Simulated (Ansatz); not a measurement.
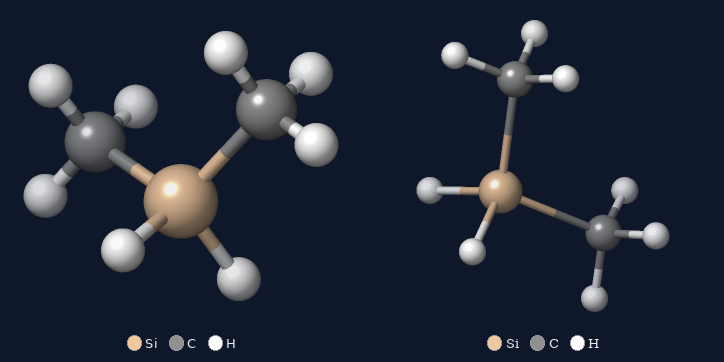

Both panels show the same species.

The computed structure is the end point of a PBE0-D4/def2-TZVP optimisation.

> Give the formula.

C₂H₈Si, 11 atoms: 2 carbon, 8 hydrogen and 1 silicon.

> Count the bonded pairs by element.

6 C–H, 2 C–Si, 2 Si–H. Sticks follow a distance rule.

> What is the point group of this geometry?

C2v.

> How many atoms are distinct by symmetry?

5: 1 Si, 2 C, 2 H, 2 H, 4 H.

The parts below concern this one geometry. Atoms keep their numbers from picture to picture.

Shape

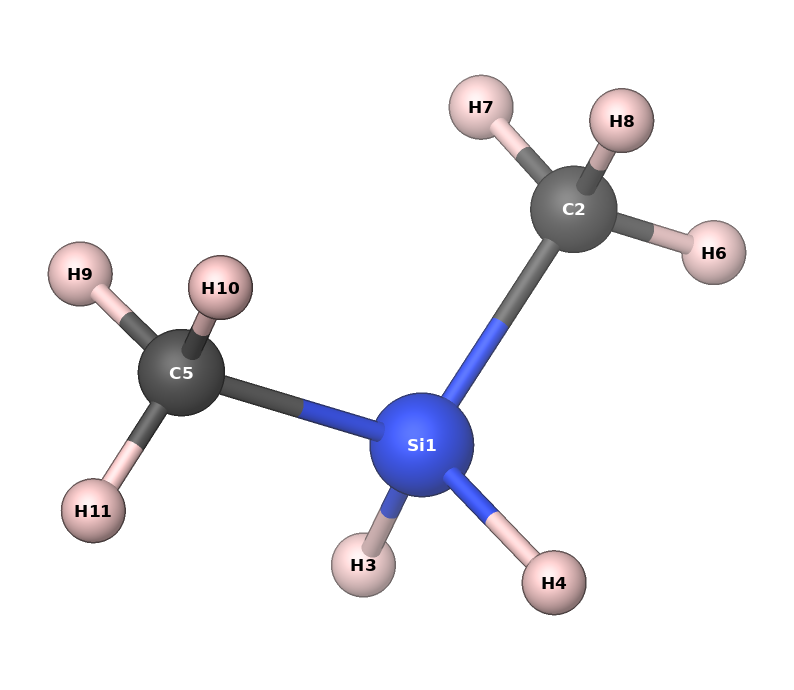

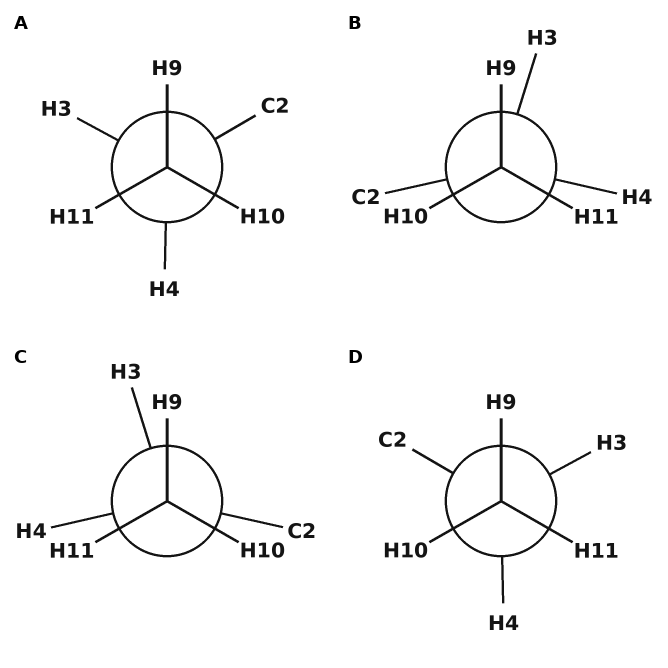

Atoms fade into the background with distance from the viewer. Bonds that would overlap in a projection are set slightly apart.

> Which Newman projection shows the view along C5–Si1, with C5 in front?

A. The torsion angle H9–C5–Si1–C2 is 60°, synclinal (gauche).

Thermal motion

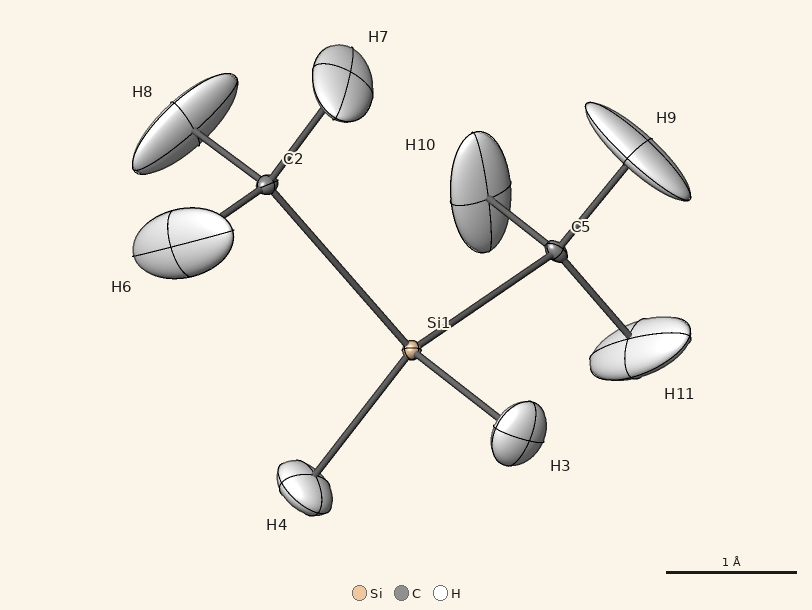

Displacement ellipsoids at the 50 % level, from the internal vibrations of the free molecule (harmonic, no overall translation or rotation; no half-axis is drawn under 0.075 Å). Vibrations computed with RKS PBE0-D4/def2-TZVP (Ansatz 0.2.0). Temperature: 400 K.

> Which atom has the largest mean-square displacement?

H6, H11, with U_eq = 0.0545 Å².

> Does H7 move more along its bond or across it?

Across it: the root-mean-square amplitude is 0.079 Å along the bond and up to 0.353 Å across, since bending and torsion are softer than stretching.

Give the displacement parameters, one line for each set of equivalent atoms.

| atom | U_eq (Å²) | rms amplitudes (Å) |
| --- | --- | --- |
| Si1 | 0.0011 | 0.020, 0.029, 0.044 |
| C2, C5 | 0.0024 | 0.035, 0.036, 0.068 |
| H3, H4 | 0.0213 | 0.092, 0.158, 0.174 |
| H6, H11 | 0.0545 | 0.092, 0.172, 0.355 |
| H7, H8, H9, H10 | 0.0530 | 0.079, 0.169, 0.353 |

Vibrations

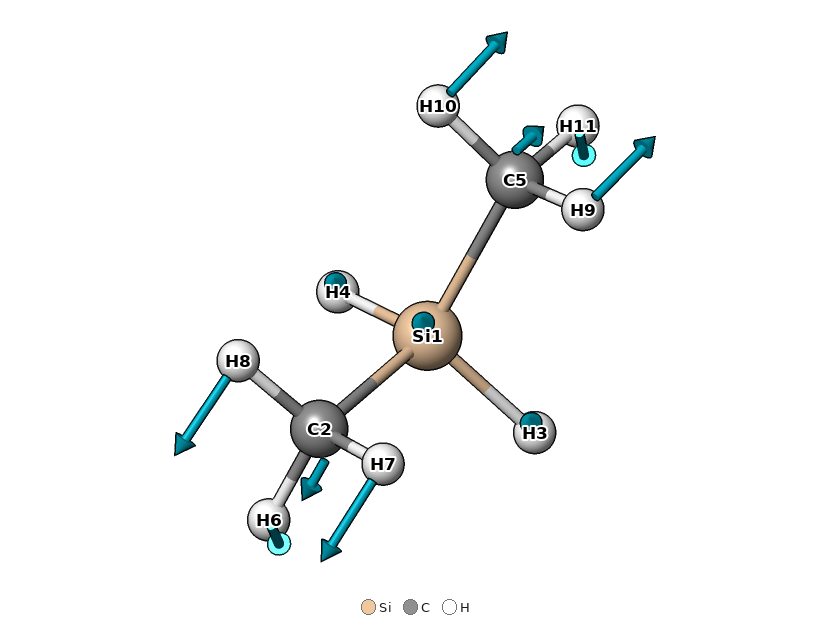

The arrows show one normal mode. Harmonic vibrations computed with RKS PBE0-D4/def2-TZVP (Ansatz 0.2.0) at a stationary point of the same level.

> At what wavenumber does it lie?

207 cm⁻¹; it is mode 3 of 27 counted from the lowest.

Charges

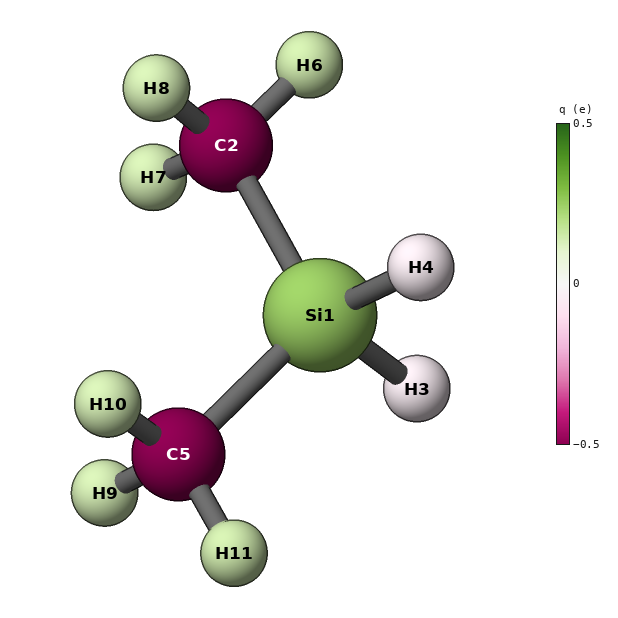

Atoms are coloured by their Mulliken charges. Level of theory: RKS PBE0-D4/def2-TZVP (Ansatz 0.2.0).

> Which atom carries the highest charge (most positive or least negative)?

Si1 (0.24 e).

> And the lowest?

C2, C5 (−0.50 e).

Give the Mulliken charges atom by atom.

```
atom  value (e)
 Si1       0.24
  C2      −0.50
  H3      −0.04
  H4      −0.04
  C5      −0.50
  H6       0.14
  H7       0.14
  H8       0.14
  H9       0.14
 H10       0.14
 H11       0.14
```

Dipole moment

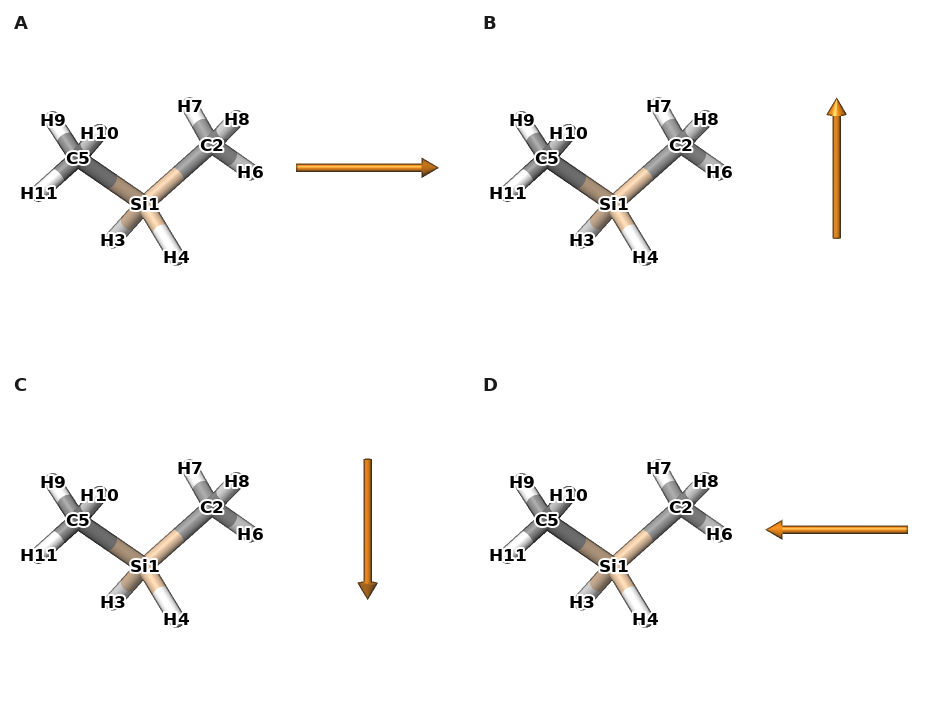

The same molecule four times, each with an arrow. Properties computed with RKS PBE0-D4/def2-TZVP (Ansatz 0.2.0).

> Which arrow points along the dipole moment, from the negative to the positive end?

B. The dipole moment is 0.81 D; it points from the side of H3, H4 to the side of H7, H8, H9, H10 (the outermost atoms at the two ends).

Mulliken values depend strongly on the basis set and can even reverse the polarity of a bond.
